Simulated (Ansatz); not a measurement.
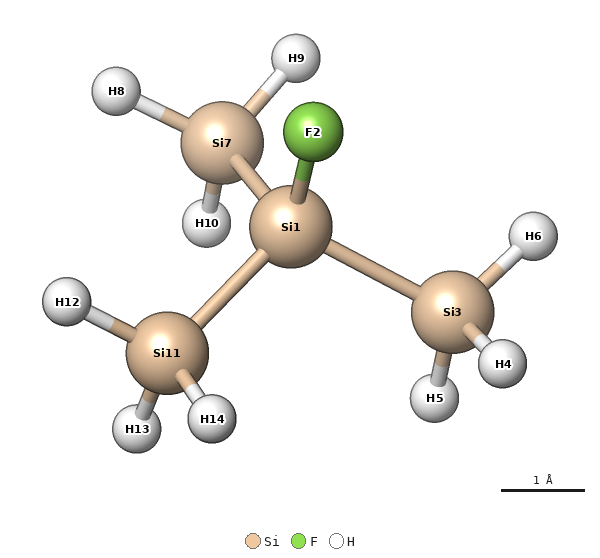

The starting structure (ball-and-stick view, seen at a tilt; atoms are numbered from 1 in the order of the input). Bond lengths as drawn: F–Si 1.68 Å, H–Si 1.46 Å and Si–Si 2.28 Å.

**Molecular dynamics, with input and output: Si4H9F (part 1 of 3)**

System: Si4H9F.
Method: RKS PBE/STO-3G (Ansatz 0.2.0).

It belongs to a series of runs on one base structure; here: dynamics from the start. Figures and captions count atoms from 1; the log counts them from 0 in places.

### Output
```
Engine: ansatz 0.2.0, x86_64-unknown-linux-gnu
Functional definition: PBE
  parameter kappa = 0.804
  parameter beta = 0.06672455060314922
  exchange = pbe_x(kappa = kappa, mu = beta*pi^2/3)
  correlation = pbe_c(beta = beta)
651 factors; integrals over basis functions are off by at most 1.0e-5 eV
mean field evaluation 1: about -33946.7028 eV, gradient 2.9e1 eV
mean field evaluation 2: about -33940.3423 eV, gradient 5.8e1 eV
mean field evaluation 4: about -33949.7567 eV, gradient 2.9e0 eV
mean field evaluation 8: about -33949.7209 eV, gradient 6.2e-2 eV
mean field -33949.72088317 eV, -1247.6292305091 hartree, gradient 2.7e-5 eV, S^2 0.000000; 0 other end points of the search recorded, 0 dependent functions left out
the calculation of the forces begins
reference -33949.72090875 eV, -1247.6292314491 hartree; 37, 37 occupied and 13, 13 virtual orbitals, 651 factors
md step     0: t =     0.00 fs  T =   100.0 K  F+E_penalty+E_count = -33949.72088317 eV  E_kin = 0.155112 eV  conserved = -33949.56577117 eV  (22 SCF iters)
these checks for a lower state are left out or cut short: starts, cluster_reference, orbital_swaps, neighbouring_geometries, increment
651 factors; integrals over basis functions are off by at most 1.0e-5 eV
mean field evaluation 16: about -33949.7778 eV, gradient 1.1e-3 eV
mean field -33949.71040564 eV, -1247.6288454670 hartree, gradient 5.8e-5 eV, S^2 0.000000; 0 other end points of the search recorded, 0 dependent functions left out
the calculation of the forces begins
reference -33949.71043119 eV, -1247.6288464058 hartree; 37, 37 occupied and 13, 13 virtual orbitals, 651 factors
md step     1: t =     1.00 fs  T =    93.6 K  F+E_penalty+E_count = -33949.71040564 eV  E_kin = 0.145153 eV  conserved = -33949.56525251 eV  (21 SCF iters)
[... from here on the SCF iterations and repeated set-up lines of each step are left out, up to the last step ...]
md step     2: t =     2.00 fs  T =    79.1 K  F+E_penalty+E_count = -33949.68666442 eV  E_kin = 0.122646 eV  conserved = -33949.56402057 eV  (22 SCF iters)
md step     3: t =     3.00 fs  T =    67.6 K  F+E_penalty+E_count = -33949.66812762 eV  E_kin = 0.104880 eV  conserved = -33949.56325683 eV  (20 SCF iters)
md step     4: t =     4.00 fs  T =    66.1 K  F+E_penalty+E_count = -33949.66615891 eV  E_kin = 0.102467 eV  conserved = -33949.56371302 eV  (19 SCF iters)
md step     5: t =     5.00 fs  T =    70.5 K  F+E_penalty+E_count = -33949.67410649 eV  E_kin = 0.109325 eV  conserved = -33949.56482260 eV  (21 SCF iters)
md step     6: t =     6.00 fs  T =    71.0 K  F+E_penalty+E_count = -33949.67543354 eV  E_kin = 0.110085 eV  conserved = -33949.56541638 eV  (22 SCF iters)
md step     7: t =     7.00 fs  T =    61.9 K  F+E_penalty+E_count = -33949.66094695 eV  E_kin = 0.096070 eV  conserved = -33949.56497637 eV  (22 SCF iters)
md step     8: t =     8.00 fs  T =    47.2 K  F+E_penalty+E_count = -33949.63696880 eV  E_kin = 0.073160 eV  conserved = -33949.56394100 eV  (22 SCF iters)
md step     9: t =     9.00 fs  T =    36.1 K  F+E_penalty+E_count = -33949.61906069 eV  E_kin = 0.056052 eV  conserved = -33949.56317208 eV  (19 SCF iters)
md step    10: t =    10.00 fs  T =    36.0 K  F+E_penalty+E_count = -33949.61889268 eV  E_kin = 0.055814 eV  conserved = -33949.56327624 eV  (19 SCF iters)
md step    11: t =    11.00 fs  T =    45.7 K  F+E_penalty+E_count = -33949.63486926 eV  E_kin = 0.070926 eV  conserved = -33949.56418804 eV  (18 SCF iters)
md step    12: t =    12.00 fs  T =    56.9 K  F+E_penalty+E_count = -33949.65315462 eV  E_kin = 0.088263 eV  conserved = -33949.56520478 eV  (22 SCF iters)
md step    13: t =    13.00 fs  T =    60.2 K  F+E_penalty+E_count = -33949.65851841 eV  E_kin = 0.093447 eV  conserved = -33949.56546997 eV  (22 SCF iters)
md step    14: t =    14.00 fs  T =    53.6 K  F+E_penalty+E_count = -33949.64730733 eV  E_kin = 0.083109 eV  conserved = -33949.56468718 eV  (22 SCF iters)
md step    15: t =    15.00 fs  T =    44.2 K  F+E_penalty+E_count = -33949.63152475 eV  E_kin = 0.068537 eV  conserved = -33949.56356074 eV  (20 SCF iters)
md step    16: t =    16.00 fs  T =    42.1 K  F+E_penalty+E_count = -33949.62795784 eV  E_kin = 0.065349 eV  conserved = -33949.56326471 eV  (19 SCF iters)
md step    17: t =    17.00 fs  T =    50.0 K  F+E_penalty+E_count = -33949.64097321 eV  E_kin = 0.077594 eV  conserved = -33949.56413078 eV  (19 SCF iters)
md step    18: t =    18.00 fs  T =    60.2 K  F+E_penalty+E_count = -33949.65772211 eV  E_kin = 0.093358 eV  conserved = -33949.56523979 eV  (22 SCF iters)
md step    19: t =    19.00 fs  T =    62.5 K  F+E_penalty+E_count = -33949.66146486 eV  E_kin = 0.096970 eV  conserved = -33949.56551624 eV  (22 SCF iters)
md step    20: t =    20.00 fs  T =    54.2 K  F+E_penalty+E_count = -33949.64765091 eV  E_kin = 0.084037 eV  conserved = -33949.56478053 eV  (22 SCF iters)
md step    21: t =    21.00 fs  T =    41.7 K  F+E_penalty+E_count = -33949.62708748 eV  E_kin = 0.064671 eV  conserved = -33949.56371047 eV  (23 SCF iters)
md step    22: t =    22.00 fs  T =    34.9 K  F+E_penalty+E_count = -33949.61593590 eV  E_kin = 0.054176 eV  conserved = -33949.56316156 eV  (19 SCF iters)
md step    23: t =    23.00 fs  T =    39.0 K  F+E_penalty+E_count = -33949.62258268 eV  E_kin = 0.060563 eV  conserved = -33949.56353411 eV  (19 SCF iters)
md step    24: t =    24.00 fs  T =    50.6 K  F+E_penalty+E_count = -33949.64140042 eV  E_kin = 0.078543 eV  conserved = -33949.56451663 eV  (20 SCF iters)
md step    25: t =    25.00 fs  T =    60.6 K  F+E_penalty+E_count = -33949.65750826 eV  E_kin = 0.094047 eV  conserved = -33949.56530949 eV  (22 SCF iters)
md step    26: t =    26.00 fs  T =    61.8 K  F+E_penalty+E_count = -33949.65906864 eV  E_kin = 0.095936 eV  conserved = -33949.56519664 eV  (22 SCF iters)
md step    27: t =    27.00 fs  T =    55.5 K  F+E_penalty+E_count = -33949.64801163 eV  E_kin = 0.086084 eV  conserved = -33949.56420545 eV  (22 SCF iters)
md step    28: t =    28.00 fs  T =    50.5 K  F+E_penalty+E_count = -33949.63921457 eV  E_kin = 0.078408 eV  conserved = -33949.56328593 eV  (20 SCF iters)
md step    29: t =    29.00 fs  T =    55.1 K  F+E_penalty+E_count = -33949.64623178 eV  E_kin = 0.085478 eV  conserved = -33949.56344234 eV  (19 SCF iters)
md step    30: t =    30.00 fs  T =    67.8 K  F+E_penalty+E_count = -33949.66671838 eV  E_kin = 0.105112 eV  conserved = -33949.56454722 eV  (20 SCF iters)
md step    31: t =    31.00 fs  T =    78.7 K  F+E_penalty+E_count = -33949.68423878 eV  E_kin = 0.122005 eV  conserved = -33949.56548299 eV  (22 SCF iters)
md step    32: t =    32.00 fs  T =    79.1 K  F+E_penalty+E_count = -33949.68455394 eV  E_kin = 0.122729 eV  conserved = -33949.56541312 eV  (22 SCF iters)
md step    33: t =    33.00 fs  T =    69.5 K  F+E_penalty+E_count = -33949.66834770 eV  E_kin = 0.107764 eV  conserved = -33949.56449703 eV  (22 SCF iters)
md step    34: t =    34.00 fs  T =    58.0 K  F+E_penalty+E_count = -33949.64927080 eV  E_kin = 0.089918 eV  conserved = -33949.56355121 eV  (22 SCF iters)
md step    35: t =    35.00 fs  T =    53.4 K  F+E_penalty+E_count = -33949.64168547 eV  E_kin = 0.082825 eV  conserved = -33949.56331663 eV  (20 SCF iters)
md step    36: t =    36.00 fs  T =    58.0 K  F+E_penalty+E_count = -33949.64922398 eV  E_kin = 0.090006 eV  conserved = -33949.56393995 eV  (20 SCF iters)
md step    37: t =    37.00 fs  T =    66.1 K  F+E_penalty+E_count = -33949.66242773 eV  E_kin = 0.102546 eV  conserved = -33949.56490886 eV  (22 SCF iters)
md step    38: t =    38.00 fs  T =    68.7 K  F+E_penalty+E_count = -33949.66663955 eV  E_kin = 0.106597 eV  conserved = -33949.56541001 eV  (22 SCF iters)
md step    39: t =    39.00 fs  T =    61.4 K  F+E_penalty+E_count = -33949.65450772 eV  E_kin = 0.095284 eV  conserved = -33949.56492630 eV  (22 SCF iters)
md step    40: t =    40.00 fs  T =    48.9 K  F+E_penalty+E_count = -33949.63358907 eV  E_kin = 0.075789 eV  conserved = -33949.56379373 eV  (22 SCF iters)
md step    41: t =    41.00 fs  T =    41.3 K  F+E_penalty+E_count = -33949.62088616 eV  E_kin = 0.064024 eV  conserved = -33949.56310181 eV  (19 SCF iters)
md step    42: t =    42.00 fs  T =    44.8 K  F+E_penalty+E_count = -33949.62663689 eV  E_kin = 0.069521 eV  conserved = -33949.56359880 eV  (19 SCF iters)
md step    43: t =    43.00 fs  T =    55.1 K  F+E_penalty+E_count = -33949.64346918 eV  E_kin = 0.085473 eV  conserved = -33949.56477107 eV  (19 SCF iters)
md step    44: t =    44.00 fs  T =    61.6 K  F+E_penalty+E_count = -33949.65381339 eV  E_kin = 0.095494 eV  conserved = -33949.56544458 eV  (23 SCF iters)
md step    45: t =    45.00 fs  T =    57.8 K  F+E_penalty+E_count = -33949.64716386 eV  E_kin = 0.089591 eV  conserved = -33949.56506326 eV  (22 SCF iters)
md step    46: t =    46.00 fs  T =    46.8 K  F+E_penalty+E_count = -33949.62878062 eV  E_kin = 0.072532 eV  conserved = -33949.56406765 eV  (22 SCF iters)
md step    47: t =    47.00 fs  T =    37.6 K  F+E_penalty+E_count = -33949.61348509 eV  E_kin = 0.058249 eV  conserved = -33949.56332790 eV  (19 SCF iters)
md step    48: t =    48.00 fs  T =    37.0 K  F+E_penalty+E_count = -33949.61252202 eV  E_kin = 0.057457 eV  conserved = -33949.56340581 eV  (18 SCF iters)
md step    49: t =    49.00 fs  T =    44.6 K  F+E_penalty+E_count = -33949.62477344 eV  E_kin = 0.069194 eV  conserved = -33949.56420090 eV  (19 SCF iters)
md step    50: t =    50.00 fs  T =    52.9 K  F+E_penalty+E_count = -33949.63819014 eV  E_kin = 0.082093 eV  conserved = -33949.56506356 eV  (22 SCF iters)
md step    51: t =    51.00 fs  T =    54.1 K  F+E_penalty+E_count = -33949.63978889 eV  E_kin = 0.083898 eV  conserved = -33949.56524510 eV  (22 SCF iters)
md step    52: t =    52.00 fs  T =    46.6 K  F+E_penalty+E_count = -33949.62708829 eV  E_kin = 0.072332 eV  conserved = -33949.56448307 eV  (22 SCF iters)
md step    53: t =    53.00 fs  T =    37.6 K  F+E_penalty+E_count = -33949.61174890 eV  E_kin = 0.058390 eV  conserved = -33949.56340443 eV  (20 SCF iters)
md step    54: t =    54.00 fs  T =    36.8 K  F+E_penalty+E_count = -33949.60984679 eV  E_kin = 0.057079 eV  conserved = -33949.56310386 eV  (20 SCF iters)
md step    55: t =    55.00 fs  T =    46.7 K  F+E_penalty+E_count = -33949.62577940 eV  E_kin = 0.072511 eV  conserved = -33949.56393799 eV  (20 SCF iters)
md step    56: t =    56.00 fs  T =    60.1 K  F+E_penalty+E_count = -33949.64714207 eV  E_kin = 0.093203 eV  conserved = -33949.56504601 eV  (22 SCF iters)
md step    57: t =    57.00 fs  T =    66.7 K  F+E_penalty+E_count = -33949.65717660 eV  E_kin = 0.103444 eV  conserved = -33949.56536667 eV  (22 SCF iters)
md step    58: t =    58.00 fs  T =    63.2 K  F+E_penalty+E_count = -33949.65055806 eV  E_kin = 0.098019 eV  conserved = -33949.56472103 eV  (22 SCF iters)
md step    59: t =    59.00 fs  T =    55.1 K  F+E_penalty+E_count = -33949.63657677 eV  E_kin = 0.085482 eV  conserved = -33949.56378336 eV  (21 SCF iters)
md step    60: t =    60.00 fs  T =    51.0 K  F+E_penalty+E_count = -33949.62930388 eV  E_kin = 0.079101 eV  conserved = -33949.56335319 eV  (19 SCF iters)
md step    61: t =    61.00 fs  T =    55.0 K  F+E_penalty+E_count = -33949.63535359 eV  E_kin = 0.085238 eV  conserved = -33949.56373646 eV  (20 SCF iters)
md step    62: t =    62.00 fs  T =    63.5 K  F+E_penalty+E_count = -33949.64895207 eV  E_kin = 0.098503 eV  conserved = -33949.56460379 eV  (22 SCF iters)
md step    63: t =    63.00 fs  T =    68.6 K  F+E_penalty+E_count = -33949.65688873 eV  E_kin = 0.106390 eV  conserved = -33949.56525690 eV  (22 SCF iters)
md step    64: t =    64.00 fs  T =    64.2 K  F+E_penalty+E_count = -33949.64932667 eV  E_kin = 0.099604 eV  conserved = -33949.56509446 eV  (22 SCF iters)
md step    65: t =    65.00 fs  T =    52.0 K  F+E_penalty+E_count = -33949.62891642 eV  E_kin = 0.080696 eV  conserved = -33949.56413621 eV  (22 SCF iters)
md step    66: t =    66.00 fs  T =    40.8 K  F+E_penalty+E_count = -33949.61012932 eV  E_kin = 0.063272 eV  conserved = -33949.56321455 eV  (23 SCF iters)
md step    67: t =    67.00 fs  T =    38.8 K  F+E_penalty+E_count = -33949.60665497 eV  E_kin = 0.060136 eV  conserved = -33949.56326142 eV  (20 SCF iters)
md step    68: t =    68.00 fs  T =    45.6 K  F+E_penalty+E_count = -33949.61782115 eV  E_kin = 0.070774 eV  conserved = -33949.56420585 eV  (20 SCF iters)
md step    69: t =    69.00 fs  T =    53.0 K  F+E_penalty+E_count = -33949.62958282 eV  E_kin = 0.082208 eV  conserved = -33949.56502849 eV  (22 SCF iters)
md step    70: t =    70.00 fs  T =    53.2 K  F+E_penalty+E_count = -33949.62932515 eV  E_kin = 0.082569 eV  conserved = -33949.56495040 eV  (22 SCF iters)
md step    71: t =    71.00 fs  T =    46.5 K  F+E_penalty+E_count = -33949.61764615 eV  E_kin = 0.072203 eV  conserved = -33949.56415103 eV  (22 SCF iters)
md step    72: t =    72.00 fs  T =    39.9 K  F+E_penalty+E_count = -33949.60619035 eV  E_kin = 0.061951 eV  conserved = -33949.56339951 eV  (20 SCF iters)
md step    73: t =    73.00 fs  T =    40.3 K  F+E_penalty+E_count = -33949.60624768 eV  E_kin = 0.062523 eV  conserved = -33949.56330977 eV  (20 SCF iters)
md step    74: t =    74.00 fs  T =    48.6 K  F+E_penalty+E_count = -33949.61923615 eV  E_kin = 0.075380 eV  conserved = -33949.56392035 eV  (20 SCF iters)
md step    75: t =    75.00 fs  T =    59.2 K  F+E_penalty+E_count = -33949.63586774 eV  E_kin = 0.091765 eV  conserved = -33949.56475518 eV  (22 SCF iters)
md step    76: t =    76.00 fs  T =    64.2 K  F+E_penalty+E_count = -33949.64343239 eV  E_kin = 0.099603 eV  conserved = -33949.56515981 eV  (22 SCF iters)
md step    77: t =    77.00 fs  T =    60.1 K  F+E_penalty+E_count = -33949.63592713 eV  E_kin = 0.093207 eV  conserved = -33949.56473942 eV  (22 SCF iters)
md step    78: t =    78.00 fs  T =    50.8 K  F+E_penalty+E_count = -33949.61988340 eV  E_kin = 0.078737 eV  conserved = -33949.56378348 eV  (22 SCF iters)
md step    79: t =    79.00 fs  T =    44.9 K  F+E_penalty+E_count = -33949.60963407 eV  E_kin = 0.069605 eV  conserved = -33949.56320526 eV  (20 SCF iters)
md step    80: t =    80.00 fs  T =    47.6 K  F+E_penalty+E_count = -33949.61371242 eV  E_kin = 0.073786 eV  conserved = -33949.56362891 eV  (20 SCF iters)
md step    81: t =    81.00 fs  T =    55.2 K  F+E_penalty+E_count = -33949.62585339 eV  E_kin = 0.085563 eV  conserved = -33949.56458258 eV  (20 SCF iters)
md step    82: t =    82.00 fs  T =    59.1 K  F+E_penalty+E_count = -33949.63179018 eV  E_kin = 0.091698 eV  conserved = -33949.56504495 eV  (22 SCF iters)
md step    83: t =    83.00 fs  T =    54.9 K  F+E_penalty+E_count = -33949.62420697 eV  E_kin = 0.085222 eV  conserved = -33949.56460095 eV  (22 SCF iters)
md step    84: t =    84.00 fs  T =    46.2 K  F+E_penalty+E_count = -33949.60925361 eV  E_kin = 0.071726 eV  conserved = -33949.56373560 eV  (22 SCF iters)
md step    85: t =    85.00 fs  T =    40.8 K  F+E_penalty+E_count = -33949.59974640 eV  E_kin = 0.063261 eV  conserved = -33949.56320547 eV  (20 SCF iters)
md step    86: t =    86.00 fs  T =    43.6 K  F+E_penalty+E_count = -33949.60376524 eV  E_kin = 0.067607 eV  conserved = -33949.56337962 eV  (19 SCF iters)
md step    87: t =    87.00 fs  T =    53.2 K  F+E_penalty+E_count = -33949.61872144 eV  E_kin = 0.082452 eV  conserved = -33949.56406840 eV  (19 SCF iters)
md step    88: t =    88.00 fs  T =    63.1 K  F+E_penalty+E_count = -33949.63405182 eV  E_kin = 0.097806 eV  conserved = -33949.56474254 eV  (19 SCF iters)
md step    89: t =    89.00 fs  T =    66.9 K  F+E_penalty+E_count = -33949.63942577 eV  E_kin = 0.103834 eV  conserved = -33949.56486916 eV  (23 SCF iters)
md step    90: t =    90.00 fs  T =    63.7 K  F+E_penalty+E_count = -33949.63298264 eV  E_kin = 0.098755 eV  conserved = -33949.56428921 eV  (22 SCF iters)
md step    91: t =    91.00 fs  T =    58.5 K  F+E_penalty+E_count = -33949.62351123 eV  E_kin = 0.090811 eV  conserved = -33949.56349539 eV  (22 SCF iters)
md step    92: t =    92.00 fs  T =    58.6 K  F+E_penalty+E_count = -33949.62275344 eV  E_kin = 0.090926 eV  conserved = -33949.56332661 eV  (20 SCF iters)
md step    93: t =    93.00 fs  T =    65.3 K  F+E_penalty+E_count = -33949.63312269 eV  E_kin = 0.101353 eV  conserved = -33949.56401224 eV  (20 SCF iters)
md step    94: t =    94.00 fs  T =    72.7 K  F+E_penalty+E_count = -33949.64445328 eV  E_kin = 0.112712 eV  conserved = -33949.56481064 eV  (22 SCF iters)
md step    95: t =    95.00 fs  T =    73.3 K  F+E_penalty+E_count = -33949.64468442 eV  E_kin = 0.113728 eV  conserved = -33949.56489517 eV  (22 SCF iters)
md step    96: t =    96.00 fs  T =    66.1 K  F+E_penalty+E_count = -33949.63207487 eV  E_kin = 0.102590 eV  conserved = -33949.56425093 eV  (22 SCF iters)
md step    97: t =    97.00 fs  T =    56.6 K  F+E_penalty+E_count = -33949.61588953 eV  E_kin = 0.087864 eV  conserved = -33949.56351737 eV  (22 SCF iters)
```
